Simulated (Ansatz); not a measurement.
Consider ClF2GeHO···H (doublet).

Input

```
crystal:
  periodic: [false, false, false]
  atoms:
    - { symbol: Ge, position_ang: [0.0, 0.0, 0.0] }
    - { symbol: F, position_ang: [0.0, 0.0, 1.93] }
    - { symbol: O, position_ang: [1.6691, 0.0, -0.5894] }
    - { symbol: H, position_ang: [1.9855, -0.9521, -0.7061] }
    - { symbol: F, position_ang: [-0.7913, 1.3709, -0.5594] }
    - { symbol: Cl, position_ang: [-1.0456, -1.8115, -0.7393] }
    - { symbol: H, position_ang: [0.0, 0.0, 3.15] }
magnetization:
  spin_polarized: true
  initial_magnetization: 1
basis:
  gaussian: { orbitals: def2-SVP }
hamiltonian:
  xc: pbe0
  dispersion: d4
relax:
  f_tol: 0.15
  max_steps: 25
  restrain:
    - { distance: [1, 6], at: 2.12, k: 30.0 }
    - { distance: [0, 1], at: 1.68, k: 30.0 }
output:
  orbitals: {}
```

Launched as:

```sh
ansatz run input.yaml --threads 4 --pin off --max-ram 5120MiB --backend cpu --events-out ev --progress --plain --runs-dir out
```

The fields are those of the run's last geometry, not of the input's.

Not at a stationary point (largest force 0.6 eV/Å).

Level of theory: Ansatz, UKS PBE0-D4/def2-SVP.

### Predict the electron density, electron localisation function and spin density between the atoms.

F2···H7 (2.13 Å): the density falls to about 0.12 e/Å³ on the way; the ELF dips to about 0.05 between them.
Ge–F (1.70 Å): ρ is about 0.99 e/Å³ halfway; the ELF peaks at about 0.80 in the valence shell of F, 0.5 Å from its nucleus, and is about 0.20 at the midpoint.
The unpaired spin (1 electron) lies mostly on H7 (about 1.0), in electrons by Hirshfeld's partition.

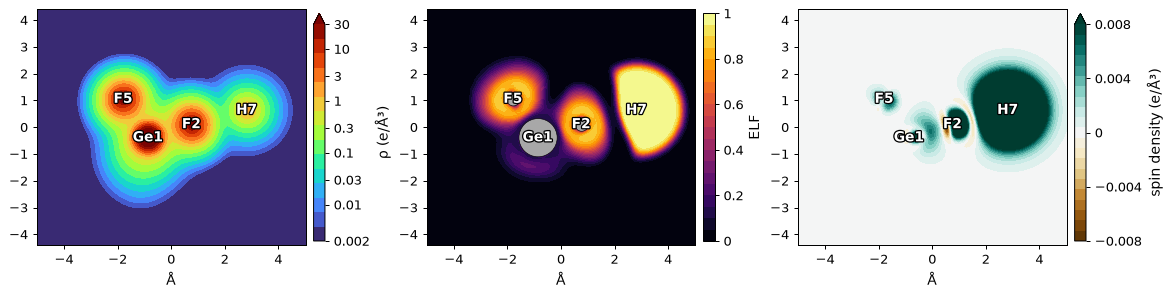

Computed electron density, electron localisation function and spin density on the plane of atoms F2, Ge1 and F5, in this order. Grey discs cover the atomic cores in the ELF map. 
